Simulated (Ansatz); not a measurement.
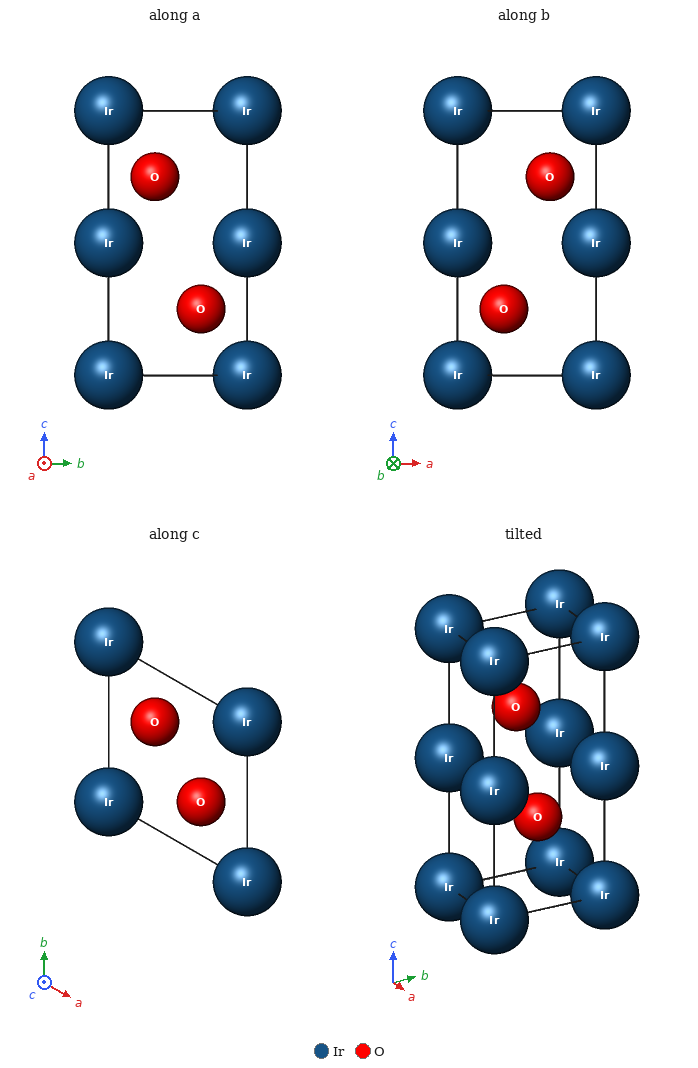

Shown here is a spheres-only view of the crystal, taken along the a axis, along the b axis, along the c axis and slightly off an axis. The conventional unit cell is drawn as a box.

Lattice parameters: a = 3.0412 Å, b = 3.0412 Å, c = 5.0288 Å, α = 90.000°, β = 90.000°, γ = 120.000°.

Reconstruct the structure as a CIF with its space group and independent sites.

Answer.
```cif
data_structure
_symmetry_space_group_name_H-M 'P 63/m m c'
_symmetry_Int_Tables_number 194
_cell_length_a 3.0412
_cell_length_b 3.0412
_cell_length_c 5.0288
_cell_angle_alpha 90.000
_cell_angle_beta 90.000
_cell_angle_gamma 120.000
_cell_volume 40.28
loop_
_atom_site_label
_atom_site_type_symbol
_atom_site_symmetry_multiplicity
_atom_site_Wyckoff_symbol
_atom_site_fract_x
_atom_site_fract_y
_atom_site_fract_z
_atom_site_occupancy
Ir1 Ir 2 a 0.0000 0.0000 0.0000 1
O1 O 2 c 0.3333 0.6667 0.2500 1
```

The structure was taken from a structure type filled with these elements by a generator (whether the compound takes this form wasn't checked). Earlier steps of the study, as a rule a relaxation of our own, may have changed the cell and positions, so they can lie some per cent off the listed ones. A calculation with Ansatz used it as input.

At this level of theory the run's own cell isn't at rest (compressed, at 52 GPa), so its distances can differ from those at equilibrium, the more so the softer the solid.
